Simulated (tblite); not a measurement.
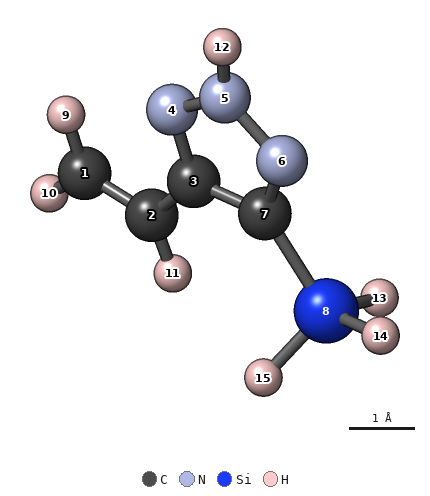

Figure 1. The starting structure (ball-and-stick view, seen at an oblique angle; atoms are numbered from 1 in the order of the input). Bond lengths as drawn: C–C 1.33 to 1.42 Å, C–H 1.07 to 1.10 Å, C–N 1.35 to 1.36 Å, C–Si 1.84 Å, H–N 1.05 Å, H–Si 1.46 to 1.48 Å and N–N 1.32 to 1.33 Å.

# C₄H₇N₃Si: geometry relaxation

The run: geometry relaxation of C₄H₇N₃Si. Method and program: GFN2-xTB geometry optimisation, gas phase (tblite 0.8.0).

It belongs to a series of runs on one base structure; here: H replaced by vinyl.

### Log
```
step      E/eV     max force
  0    -613.83433    2.747
  1    -614.05827    1.635
  2    -614.14764    0.867
  3    -614.18055    0.661
  4    -614.20027    0.475
  5    -614.21767    0.372
  6    -614.23145    0.263
  7    -614.23760    0.199
  8    -614.24169    0.190
  9    -614.24414    0.135
 10    -614.24636    0.141
 11    -614.24884    0.181
 12    -614.25206    0.191
 13    -614.25571    0.162
 14    -614.25886    0.147
 15    -614.26086    0.110
 16    -614.26203    0.088
 17    -614.26283    0.085
 18    -614.26342    0.075
 19    -614.26387    0.071
 20    -614.26424    0.058
 21    -614.26460    0.061
 22    -614.26498    0.056
 23    -614.26535    0.058
 24    -614.26568    0.049
 25    -614.26594    0.053
 26    -614.26612    0.039
 27    -614.26625    0.038
 28    -614.26634    0.029
 29    -614.26639    0.021
 30    -614.26642    0.016
 31    -614.26645    0.017
 32    -614.26649    0.021
 33    -614.26653    0.016
 34    -614.26655    0.015
 35    -614.26657    0.012
 36    -614.26659    0.013
 37    -614.26661    0.017
 38    -614.26664    0.013
 39    -614.26666    0.011
 40    -614.26667    0.012
 41    -614.26669    0.014
 42    -614.26674    0.022
 43    -614.26682    0.031
 44    -614.26694    0.033
 45    -614.26705    0.027
 46    -614.26712    0.027
 47    -614.26718    0.027
 48    -614.26729    0.032
 49    -614.26749    0.048
 50    -614.26776    0.063
 51    -614.26802    0.056
 52    -614.26823    0.032
 53    -614.26834    0.032
 54    -614.26845    0.025
 55    -614.26855    0.032
 56    -614.26865    0.030
 57    -614.26871    0.021
 58    -614.26876    0.018
 59    -614.26880    0.017
 60    -614.26883    0.017
 61    -614.26888    0.022
 62    -614.26897    0.028
 63    -614.26907    0.023
 64    -614.26913    0.022
 65    -614.26916    0.023
 66    -614.26920    0.020
 67    -614.26927    0.022
 68    -614.26937    0.023
 69    -614.26946    0.022
 70    -614.26952    0.017
 71    -614.26953    0.018
 72    -614.26955    0.012
 73    -614.26956    0.011
 74    -614.26958    0.010
 75    -614.26959    0.009
```

### Trajectory as extended XYZ (Å, eV, eV/Å), 14 of the 76 frames kept, from step=0 to step=75
```
15
Properties=species:S:1:pos:R:3:forces:R:3 step=0 energy=-613.83433
C     2.6429   -0.0814   -0.3631   -0.1230   0.8340  -0.3250
C     1.4331   -0.5100   -0.0193    1.0890  -0.1340  -0.0170
C     0.3238    0.3635   -0.1915   -1.7930   1.9790  -0.6450
N     0.3378    1.6190   -0.7048    2.1410   0.7700  -0.5250
N    -0.8732    2.1363   -0.7191    0.2240  -1.6910   0.5250
N    -1.7345    1.2459   -0.2447   -0.6520  -0.3970   0.3420
C    -1.0332    0.1445    0.0927   -0.8430   1.1110  -0.2280
Si   -1.7549   -1.3818    0.8203   -0.9240  -0.5720   0.5120
H     2.6841    0.9345   -0.7744    0.3710  -0.5720   0.1780
H     3.5372   -0.6604   -0.2606    0.1240  -0.0320  -0.0200
H     1.3426   -1.5075    0.3991   -0.5640   0.2610  -0.0340
H    -1.1403    3.0904   -1.0677    0.5660  -1.5060   0.5160
H    -1.4047   -1.5124    2.2555   -0.0590   0.1180  -0.2580
H    -3.2274   -1.3647    0.6304    0.4410  -0.0300   0.0770
H    -1.1378   -2.5080    0.1252    0.0010  -0.1400  -0.1000
15
Properties=species:S:1:pos:R:3:forces:R:3 step=6 energy=-614.23145
C     2.6494   -0.0547   -0.3744    0.1080   0.1090  -0.0520
C     1.4349   -0.4612   -0.0308    0.2460  -0.0160  -0.0350
C     0.2963    0.4003   -0.2058    0.0780   0.0870  -0.0100
N     0.3841    1.6287   -0.7120    0.0880   0.0460  -0.0620
N    -0.8472    2.0685   -0.7040   -0.0820   0.0370   0.0210
N    -1.7457    1.2399   -0.2313   -0.0810  -0.1790   0.0870
C    -1.0602    0.1527    0.1034   -0.0830  -0.0620   0.0430
Si   -1.7823   -1.4036    0.8294   -0.1660  -0.0820   0.0690
H     2.7536    0.9353   -0.7846    0.1710   0.0050  -0.0240
H     3.5372   -0.6529   -0.2656   -0.0590  -0.0370   0.0180
H     1.2616   -1.4397    0.3841   -0.1410  -0.0830   0.0690
H    -1.0937    2.9842   -1.0327   -0.0290   0.2430  -0.0970
H    -1.4115   -1.4970    2.2469   -0.0310   0.0380  -0.0240
H    -3.2298   -1.3735    0.6374    0.0390  -0.0390   0.0300
H    -1.1511   -2.5188    0.1181   -0.0570  -0.0670  -0.0320
15
Properties=species:S:1:pos:R:3:forces:R:3 step=12 energy=-614.25206
C     2.6754   -0.0475   -0.3796   -0.0180  -0.0320   0.0140
C     1.4544   -0.4456   -0.0375    0.0420   0.0840  -0.0330
C     0.3090    0.4162   -0.2099   -0.0580  -0.0290   0.0100
N     0.3710    1.6450   -0.7190    0.0710  -0.0700   0.0380
N    -0.8679    2.0711   -0.6990    0.0210  -0.0230   0.0010
N    -1.7511    1.2227   -0.2201    0.0090  -0.0560   0.0220
C    -1.0495    0.1432    0.1092   -0.0180   0.0020  -0.0170
Si   -1.7979   -1.4183    0.8320    0.0380   0.1330  -0.0600
H     2.8197    0.9400   -0.7948    0.0240  -0.1490   0.0560
H     3.5446   -0.6721   -0.2614   -0.0270   0.0010   0.0040
H     1.2394   -1.4224    0.3858    0.1040   0.1450  -0.0670
H    -1.1000    2.9920   -1.0366   -0.1410   0.0320   0.0080
H    -1.4239   -1.4861    2.2491   -0.0240  -0.0100  -0.0110
H    -3.2455   -1.3896    0.6471    0.0370  -0.0070   0.0170
H    -1.1822   -2.5407    0.1128   -0.0570  -0.0220   0.0160
15
Properties=species:S:1:pos:R:3:forces:R:3 step=17 energy=-614.26283
C     2.7000   -0.0539   -0.3799    0.0020   0.0190  -0.0070
C     1.4691   -0.4196   -0.0468   -0.0230  -0.0230   0.0110
C     0.3147    0.4300   -0.2156    0.0110   0.0020  -0.0010
N     0.3621    1.6601   -0.7195   -0.0230   0.0250   0.0040
N    -0.8834    2.0737   -0.6952   -0.0020  -0.0050   0.0050
N    -1.7542    1.2120   -0.2150    0.0090   0.0080  -0.0340
C    -1.0411    0.1401    0.1061    0.0200  -0.0030  -0.0200
Si   -1.8019   -1.4128    0.8262    0.0210  -0.0170   0.0030
H     2.8805    0.9208   -0.7950    0.0310   0.0690  -0.0390
H     3.5511   -0.6989   -0.2530   -0.0130  -0.0440   0.0280
H     1.2591   -1.3912    0.3769   -0.0090  -0.0520   0.0190
H    -1.1442    2.9902   -1.0302   -0.0330  -0.0430   0.0320
H    -1.4409   -1.4803    2.2455    0.0160  -0.0060   0.0080
H    -3.2495   -1.4013    0.6583   -0.0170   0.0580  -0.0140
H    -1.2257   -2.5608    0.1154    0.0090   0.0110   0.0060
15
Properties=species:S:1:pos:R:3:forces:R:3 step=23 energy=-614.26535
C     2.7043   -0.0514   -0.3810    0.0170  -0.0190   0.0060
C     1.4722   -0.4154   -0.0482    0.0020   0.0140  -0.0050
C     0.3186    0.4341   -0.2178   -0.0050   0.0040   0.0050
N     0.3590    1.6679   -0.7155   -0.0150   0.0040   0.0000
N    -0.8901    2.0703   -0.6931   -0.0130   0.0050  -0.0050
N    -1.7554    1.2010   -0.2215   -0.0090  -0.0110   0.0020
C    -1.0349    0.1340    0.0986   -0.0190  -0.0240   0.0030
Si   -1.8003   -1.4117    0.8256   -0.0180  -0.0480   0.0230
H     2.9017    0.9207   -0.8008   -0.0170  -0.0220   0.0100
H     3.5424   -0.7118   -0.2432    0.0310   0.0050  -0.0030
H     1.2639   -1.3895    0.3759   -0.0070   0.0230  -0.0060
H    -1.1676    2.9836   -1.0200    0.0120   0.0180  -0.0050
H    -1.4374   -1.4816    2.2469    0.0020   0.0010  -0.0380
H    -3.2505   -1.3772    0.6555    0.0450   0.0370   0.0000
H    -1.2305   -2.5649    0.1167   -0.0070   0.0150   0.0130
15
Properties=species:S:1:pos:R:3:forces:R:3 step=29 energy=-614.26639
C     2.7090   -0.0546   -0.3799   -0.0060   0.0020   0.0020
C     1.4741   -0.4115   -0.0490    0.0020  -0.0030   0.0040
C     0.3187    0.4364   -0.2182    0.0050   0.0000  -0.0040
N     0.3529    1.6716   -0.7127    0.0100  -0.0010  -0.0030
N    -0.8983    2.0676   -0.6925    0.0030   0.0010  -0.0020
N    -1.7599    1.1924   -0.2246    0.0020  -0.0010   0.0030
C    -1.0342    0.1285    0.0947    0.0040   0.0050   0.0000
Si   -1.7986   -1.4155    0.8257    0.0010   0.0080  -0.0050
H     2.9078    0.9161   -0.8014    0.0010  -0.0100   0.0060
H     3.5469   -0.7162   -0.2396   -0.0080   0.0160  -0.0060
H     1.2622   -1.3844    0.3751   -0.0070   0.0020   0.0060
H    -1.1749    2.9828   -1.0154   -0.0070   0.0020  -0.0020
H    -1.4325   -1.4835    2.2440    0.0070  -0.0050   0.0020
H    -3.2453   -1.3533    0.6533    0.0010   0.0040   0.0030
H    -1.2323   -2.5685    0.1184   -0.0070  -0.0190  -0.0040
15
Properties=species:S:1:pos:R:3:forces:R:3 step=35 energy=-614.26657
C     2.7084   -0.0549   -0.3787    0.0040   0.0030  -0.0010
C     1.4736   -0.4117   -0.0477    0.0050   0.0030  -0.0010
C     0.3196    0.4375   -0.2192    0.0010  -0.0010   0.0010
N     0.3534    1.6726   -0.7140   -0.0010  -0.0020   0.0010
N    -0.8983    2.0678   -0.6933   -0.0010  -0.0030   0.0010
N    -1.7591    1.1920   -0.2247   -0.0020  -0.0020   0.0000
C    -1.0327    0.1285    0.0941    0.0010   0.0010  -0.0010
Si   -1.7968   -1.4164    0.8242    0.0010   0.0060  -0.0020
H     2.9082    0.9151   -0.8003   -0.0100   0.0060  -0.0010
H     3.5480   -0.7139   -0.2401   -0.0030  -0.0080   0.0070
H     1.2589   -1.3834    0.3780    0.0040   0.0050   0.0000
H    -1.1781    2.9826   -1.0152    0.0070  -0.0020  -0.0020
H    -1.4287   -1.4863    2.2420    0.0080  -0.0040   0.0010
H    -3.2433   -1.3470    0.6546   -0.0040  -0.0010   0.0030
H    -1.2375   -2.5746    0.1184   -0.0080  -0.0010  -0.0040
15
Properties=species:S:1:pos:R:3:forces:R:3 step=40 energy=-614.26667
C     2.7089   -0.0541   -0.3780   -0.0030   0.0000   0.0010
C     1.4743   -0.4107   -0.0470   -0.0040  -0.0020   0.0030
C     0.3205    0.4380   -0.2196   -0.0040  -0.0020   0.0020
N     0.3537    1.6729   -0.7148   -0.0020  -0.0010   0.0030
N    -0.8983    2.0674   -0.6938    0.0010   0.0000  -0.0020
N    -1.7586    1.1912   -0.2252   -0.0010   0.0020  -0.0040
C    -1.0315    0.1281    0.0935   -0.0050  -0.0010   0.0010
Si   -1.7961   -1.4164    0.8235   -0.0030  -0.0050   0.0030
H     2.9051    0.9166   -0.8000    0.0110  -0.0020  -0.0030
H     3.5471   -0.7144   -0.2381    0.0050   0.0080   0.0000
H     1.2587   -1.3814    0.3800    0.0050  -0.0060   0.0010
H    -1.1776    2.9820   -1.0164    0.0010   0.0000  -0.0020
H    -1.4230   -1.4899    2.2400    0.0040  -0.0010  -0.0030
H    -3.2430   -1.3433    0.6571   -0.0020   0.0010   0.0060
H    -1.2446   -2.5781    0.1168   -0.0040   0.0080  -0.0060
15
Properties=species:S:1:pos:R:3:forces:R:3 step=46 energy=-614.26712
C     2.7089   -0.0483   -0.3730    0.0060  -0.0040   0.0030
C     1.4755   -0.4083   -0.0402    0.0060  -0.0010  -0.0020
C     0.3187    0.4357   -0.2173    0.0080   0.0050   0.0040
N     0.3537    1.6703   -0.7132    0.0040  -0.0010  -0.0080
N    -0.8982    2.0645   -0.6993    0.0020  -0.0020  -0.0010
N    -1.7606    1.1886   -0.2336    0.0050  -0.0040   0.0010
C    -1.0346    0.1262    0.0906    0.0070  -0.0040  -0.0060
Si   -1.7984   -1.4179    0.8228   -0.0040   0.0010  -0.0080
H     2.9063    0.9191   -0.8021   -0.0130   0.0000   0.0050
H     3.5495   -0.7043   -0.2270    0.0060  -0.0040   0.0000
H     1.2664   -1.3789    0.3908   -0.0080   0.0050   0.0020
H    -1.1738    2.9789   -1.0256   -0.0120  -0.0040   0.0030
H    -1.3872   -1.5100    2.2279   -0.0100   0.0020  -0.0050
H    -3.2466   -1.3245    0.6825   -0.0100   0.0030   0.0250
H    -1.2840   -2.5829    0.0948    0.0130   0.0070  -0.0140
15
Properties=species:S:1:pos:R:3:forces:R:3 step=52 energy=-614.26823
C     2.7129   -0.0410   -0.3608   -0.0110  -0.0010   0.0010
C     1.4813   -0.4055   -0.0263   -0.0140   0.0000   0.0080
C     0.3214    0.4327   -0.2134   -0.0030  -0.0040  -0.0270
N     0.3570    1.6650   -0.7152   -0.0120   0.0130   0.0080
N    -0.8959    2.0565   -0.7121   -0.0110  -0.0040  -0.0010
N    -1.7596    1.1800   -0.2503   -0.0020  -0.0090  -0.0030
C    -1.0345    0.1200    0.0828    0.0110   0.0000   0.0100
Si   -1.8070   -1.4205    0.8146    0.0170   0.0030   0.0020
H     2.8978    0.9238   -0.8007    0.0120   0.0080   0.0030
H     3.5604   -0.6866   -0.2075   -0.0060  -0.0040  -0.0020
H     1.2742   -1.3719    0.4141   -0.0020  -0.0090   0.0070
H    -1.1763    2.9686   -1.0412    0.0150  -0.0010  -0.0040
H    -1.3308   -1.5460    2.1973   -0.0110  -0.0090  -0.0100
H    -3.2594   -1.2884    0.7582    0.0310  -0.0050   0.0040
H    -1.3459   -2.5786    0.0385   -0.0130   0.0230   0.0050
15
Properties=species:S:1:pos:R:3:forces:R:3 step=58 energy=-614.26876
C     2.7146   -0.0331   -0.3489    0.0040   0.0000   0.0010
C     1.4843   -0.4011   -0.0130    0.0070   0.0020  -0.0010
C     0.3225    0.4310   -0.2137    0.0020   0.0010   0.0010
N     0.3567    1.6627   -0.7171    0.0030  -0.0030  -0.0040
N    -0.8977    2.0488   -0.7241    0.0000   0.0020  -0.0050
N    -1.7609    1.1702   -0.2660   -0.0050   0.0020  -0.0020
C    -1.0333    0.1145    0.0753   -0.0060   0.0080   0.0040
Si   -1.8080   -1.4225    0.8094   -0.0030   0.0060   0.0060
H     2.8960    0.9287   -0.7980    0.0030  -0.0100   0.0080
H     3.5656   -0.6724   -0.1877   -0.0110   0.0000   0.0010
H     1.2818   -1.3640    0.4382   -0.0080   0.0060  -0.0070
H    -1.1759    2.9595   -1.0579   -0.0040   0.0050  -0.0040
H    -1.2755   -1.5869    2.1658    0.0040  -0.0130   0.0120
H    -3.2564   -1.2530    0.8255    0.0070  -0.0010   0.0010
H    -1.4184   -2.5745   -0.0098    0.0090  -0.0040  -0.0100
15
Properties=species:S:1:pos:R:3:forces:R:3 step=63 energy=-614.26907
C     2.7148   -0.0326   -0.3436   -0.0060  -0.0050   0.0040
C     1.4837   -0.3985   -0.0096   -0.0170   0.0030   0.0010
C     0.3222    0.4330   -0.2136   -0.0090   0.0060  -0.0010
N     0.3556    1.6626   -0.7218   -0.0070   0.0090  -0.0010
N    -0.8994    2.0473   -0.7319   -0.0010   0.0000  -0.0050
N    -1.7625    1.1692   -0.2717    0.0090   0.0090   0.0110
C    -1.0338    0.1162    0.0754    0.0070   0.0000   0.0090
Si   -1.8038   -1.4228    0.8112    0.0110  -0.0080  -0.0060
H     2.8990    0.9279   -0.7925    0.0040   0.0140  -0.0050
H     3.5635   -0.6732   -0.1810    0.0140  -0.0170   0.0070
H     1.2776   -1.3600    0.4420    0.0010  -0.0090  -0.0020
H    -1.1779    2.9581   -1.0659   -0.0030  -0.0060  -0.0070
H    -1.2605   -1.6088    2.1616    0.0110  -0.0020  -0.0140
H    -3.2495   -1.2435    0.8492   -0.0200   0.0000   0.0000
H    -1.4334   -2.5670   -0.0296    0.0060   0.0080   0.0100
15
Properties=species:S:1:pos:R:3:forces:R:3 step=69 energy=-614.26946
C     2.7142   -0.0342   -0.3376    0.0040   0.0000  -0.0010
C     1.4806   -0.3963   -0.0078    0.0100   0.0000   0.0020
C     0.3208    0.4375   -0.2123    0.0040  -0.0070  -0.0100
N     0.3531    1.6638   -0.7291    0.0020  -0.0080  -0.0050
N    -0.9021    2.0476   -0.7394    0.0020   0.0070   0.0190
N    -1.7633    1.1739   -0.2682   -0.0080  -0.0070  -0.0110
C    -1.0340    0.1223    0.0825   -0.0060   0.0060   0.0080
Si   -1.8016   -1.4214    0.8116   -0.0100  -0.0010   0.0070
H     2.9041    0.9267   -0.7853    0.0000  -0.0130   0.0100
H     3.5601   -0.6797   -0.1728   -0.0120   0.0070  -0.0020
H     1.2722   -1.3591    0.4411   -0.0050   0.0050  -0.0020
H    -1.1817    2.9553   -1.0806   -0.0040   0.0010  -0.0030
H    -1.2404   -1.6293    2.1512    0.0030   0.0100  -0.0050
H    -3.2486   -1.2417    0.8672    0.0220  -0.0030  -0.0020
H    -1.4378   -2.5574   -0.0424   -0.0010   0.0020  -0.0050
15
Properties=species:S:1:pos:R:3:forces:R:3 step=75 energy=-614.26959
C     2.7147   -0.0329   -0.3316    0.0000   0.0000   0.0010
C     1.4805   -0.3942   -0.0032    0.0030  -0.0030  -0.0030
C     0.3203    0.4378   -0.2128    0.0020   0.0000   0.0010
N     0.3520    1.6625   -0.7329    0.0010   0.0000   0.0040
N    -0.9032    2.0463   -0.7432   -0.0030  -0.0020  -0.0040
N    -1.7646    1.1722   -0.2725   -0.0030   0.0010   0.0050
C    -1.0346    0.1228    0.0828   -0.0010  -0.0010  -0.0070
Si   -1.8006   -1.4222    0.8105    0.0020   0.0080  -0.0010
H     2.9057    0.9268   -0.7806    0.0000  -0.0050   0.0030
H     3.5600   -0.6780   -0.1636   -0.0050   0.0030   0.0010
H     1.2714   -1.3556    0.4480   -0.0040   0.0000  -0.0020
H    -1.1843    2.9510   -1.0912    0.0000   0.0010   0.0010
H    -1.2155   -1.6467    2.1366    0.0050   0.0060   0.0040
H    -3.2437   -1.2305    0.8945    0.0020  -0.0020   0.0010
H    -1.4625   -2.5513   -0.0625    0.0010  -0.0050  -0.0060
```

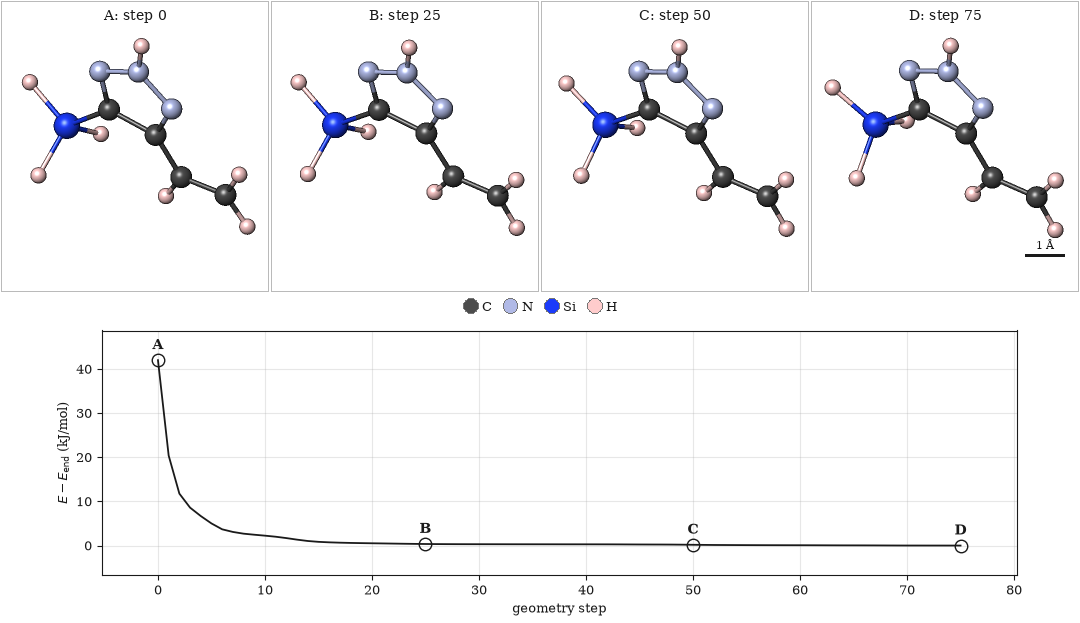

Figure 2. Frames of the relaxation (ball-and-stick view, seen at a tilt) above the curves, on which the letters mark them (steps are counted from 0).

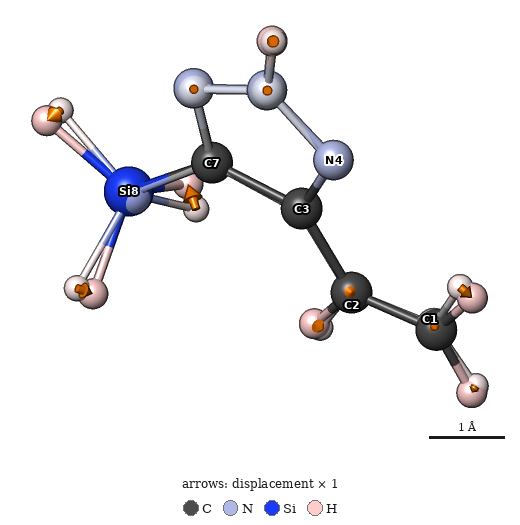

Figure 3. Start (faint) and end (solid) with the displacements as orange arrows, at true length (ball-and-stick view, seen at a tilt). The two geometries are laid on each other by the best rigid fit. H15 moves most after the best rigid fit: 0.38 Å. Largest moves by element: H 0.38 Å, C 0.13 Å, N 0.10 Å, Si 0.06 Å. Among the contacts that change: N5–H12 1.050 → 1.009 Å, C7–Si8 1.838 → 1.872 Å, Si8–H14 1.485 → 1.458 Å, C3–N4 1.356 → 1.331 Å. Among the angles that change: C3–C2–H11 123.1° → 114.7°, C3–N4–N5 111.0° → 104.4°, N4–N5–N6 109.2° → 115.4°. Over 75 geometry steps the energy falls by 42.0 kJ/mol. Largest force component: 2.1 eV/Å at the start, 0.008 eV/Å at the end. (Atoms are counted from 1 in the order of the input.)

This output came from the following input.

### Input
```
{"job": {"kind": "relax", "xc": "GFN2-xTB", "basis": "xTB"}, "charge": 0, "multiplicity": 1}
C      2.642900    -0.081400    -0.363100
C      1.433100    -0.510000    -0.019300
C      0.323800     0.363500    -0.191500
N      0.337800     1.619000    -0.704800
N     -0.873200     2.136300    -0.719100
N     -1.734500     1.245900    -0.244700
C     -1.033200     0.144500     0.092700
Si    -1.754900    -1.381800     0.820300
H      2.684100     0.934500    -0.774400
H      3.537200    -0.660400    -0.260600
H      1.342600    -1.507500     0.399100
H     -1.140300     3.090400    -1.067700
H     -1.404700    -1.512400     2.255500
H     -3.227400    -1.364700     0.630400
H     -1.137800    -2.508000     0.125200
```

The first line tells a small driver script what to run in tblite; the rest is the geometry in Å.

Run as:
```bash
OMP_NUM_THREADS=1 python <driver script> task.json out
```

### Key numbers

```csv
quantity,value
outcome,converged
total energy,−614.2696 eV
hardware,"1 CPU thread, shared host"
wall time,0.72 s
peak memory,0.18 GiB
```
